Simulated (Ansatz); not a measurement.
**BHClO (SMILES O[B]Cl) at RPA@PBE/STO-3G**

What is the electronic atomisation energy of BHClO at RPA@PBE/STO-3G? 

Program for the calculation: Ansatz 0.2.0.

62 further runs of the same task are left out: 62 set aside as unsound or not needed.

## (1) Starting point

BHClO: 4 atoms, total charge 0, spin state doublet. SMILES: `O[B]Cl`. The coordinates come from a PBE0-D4/def2-TZVP relaxation.

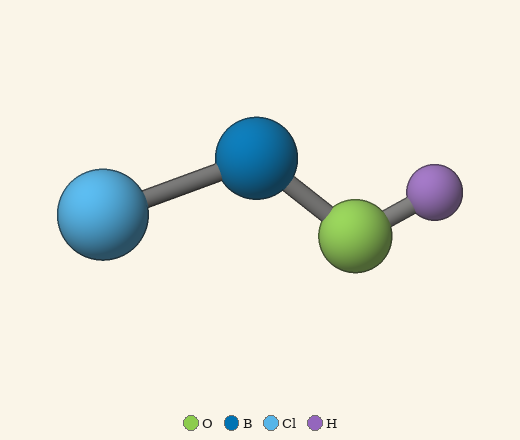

Viewed from a chosen angle; oxygen green, boron blue, chlorine blue, hydrogen purple.

## (2) The energy at RPA@PBE/STO-3G

run.yaml reads:

```yaml
crystal:
  periodic: [false, false, false]
  atoms:
    - {symbol: O, position_ang: [0.545600, 0.191100, -0.589300]}
    - {symbol: B, position_ang: [-0.429900, 0.065600, 0.312600]}
    - {symbol: Cl, position_ang: [-0.557200, -1.323200, 1.352900]}
    - {symbol: H, position_ang: [0.497000, 1.006200, -1.096500]}
basis:
  gaussian:
    orbitals: STO-3G
total_charge: 0
magnetization:
  spin_polarized: true
  initial_magnetization: 1
hamiltonian:
  xc: pbe
correlation:
  method: rpa
  frozen_orbitals: {B: 1, Cl: 5, H: 0, O: 1}
accuracy: high
```

Started as:

```console
$ ansatz run run.yaml --threads 1 --pin off --max-ram 2610MiB --events-out events.jsonl --progress --plain --runs-dir runs
```

The log of the run:

```text
Warning: RAYON_NUM_THREADS=1 ignored (pool sized by the plan → 1); use --threads N
Functional definition: PBE
  name "PBE"
  parameter kappa = 0.804
  parameter beta = 0.06672455060314922
  exchange = pbe_x(kappa = kappa, mu = beta*pi^2/3)
  correlation = pbe_c(beta = beta)
349 factors; integrals over basis functions are off by at most 3.1e-8 eV
mean field evaluation 1: about -15079.3959 eV, gradient 7.0e0 eV
mean field evaluation 2: about -15079.3662 eV, gradient 7.0e0 eV
mean field evaluation 4: about -15079.8354 eV, gradient 1.6e0 eV
mean field evaluation 8: about -15079.8530 eV, gradient 3.1e-2 eV
mean field evaluation 16: about -15079.8530 eV, gradient 1.5e-7 eV
mean field -15079.85298270 eV, -554.1743756227 hartree, gradient 1.7e-8 eV, S^2 0.752880; 0 other end points of the search recorded, 0 dependent functions left out
7 core orbitals not correlated: weight in the atoms' cores, before any rotation towards them, 1.000 or more for the frozen orbitals, at most 0.000 for the correlated occupied ones
reference -15058.01590835 eV, -553.3718779420 hartree; 9, 8 occupied and 4, 5 virtual orbitals, 349 factors
Total energy: -15062.61559849 eV, -553.5409134369 hartree
```

Wall time 1.9 s (1 thread of Arm Neoverse V1, shared host); peak memory 0.12 GiB.

## (3) The B atom, same level

run.yaml reads:

```yaml
basis:
  gaussian:
    orbitals: STO-3G
crystal:
  periodic: [false, false, false]
  atoms:
    - {symbol: B, position_ang: [0.000000, 0.000000, 0.000000]}
correlation:
  method: rpa
  frozen_orbitals: {B: 1}
accuracy: high
magnetization:
  spin_polarized: true
  initial_magnetization: 1
hamiltonian:
  xc: {name: PBE}
```

Run the same way, it converges to -24.22643 Eh (log not shown).

## (4) The Cl atom

in.yaml reads:

```yaml
crystal:
  periodic: [false, false, false]
  atoms:
    - {symbol: Cl, position_ang: [0.000000, 0.000000, 0.000000]}
basis:
  gaussian:
    orbitals: STO-3G
magnetization:
  spin_polarized: true
  initial_magnetization: 1
hamiltonian:
  xc: pbe
correlation:
  method: rpa
  frozen_orbitals: {Cl: 5}
accuracy: high
```

Run the same way, it converges to -454.57165 Eh (log not shown).

## (5) The H atom, same level

in.yaml reads:

```yaml
crystal:
  periodic: [false, false, false]
  atoms:
    - {symbol: H, position_ang: [0.000000, 0.000000, 0.000000]}
basis:
  gaussian:
    orbitals: STO-3G
total_charge: 0
magnetization:
  spin_polarized: true
  initial_magnetization: 1
hamiltonian:
  xc: pbe
correlation:
  method: rpa
  frozen_orbitals: {H: 0}
accuracy: high
```

Run the same way, it converges to -0.46658 Eh (log not shown).

## (6) The O atom, same level

input.yaml reads:

```yaml
crystal:
  periodic: [false, false, false]
  atoms:
    - {symbol: O, position_ang: [0.000000, 0.000000, 0.000000]}
basis:
  gaussian: {orbitals: STO-3G}
magnetization: {spin_polarized: true, initial_magnetization: 2}
hamiltonian: {xc: pbe}
correlation: {method: rpa, frozen_orbitals: {O: 1}}
accuracy: high
```

Run the same way, it converges to -73.83858 Eh (log not shown).

## (7) Outcome

Level: RPA@PBE/STO-3G, 7 core orbitals frozen.

```
                                   quantity          value
                     molecule: total energy  -553.54091 Eh
 molecule: RPA correlation energy (valence)     -169.0 mEh
molecule: ⟨S²⟩ of the reference determinant          0.753
                       B atom: total energy   -24.22643 Eh
   B atom: RPA correlation energy (valence)      -77.4 mEh
  B atom: ⟨S²⟩ of the reference determinant          0.750
                      Cl atom: total energy  -454.57165 Eh
  Cl atom: RPA correlation energy (valence)      -29.7 mEh
 Cl atom: ⟨S²⟩ of the reference determinant          0.750
                       H atom: total energy    -0.46658 Eh
             H atom: RPA correlation energy        0.0 mEh
  H atom: ⟨S²⟩ of the reference determinant          0.750
                       O atom: total energy   -73.83858 Eh
   O atom: RPA correlation energy (valence)      -34.4 mEh
  O atom: ⟨S²⟩ of the reference determinant          2.000
              electronic atomisation energy      11.910 eV
```

What this shows: Taking the molecule apart into free atoms costs 11.91 eV (1149 kJ/mol), before zero-point energy and without spin-orbit coupling. In a minimal basis such a difference can be off by several eV, whatever the method.
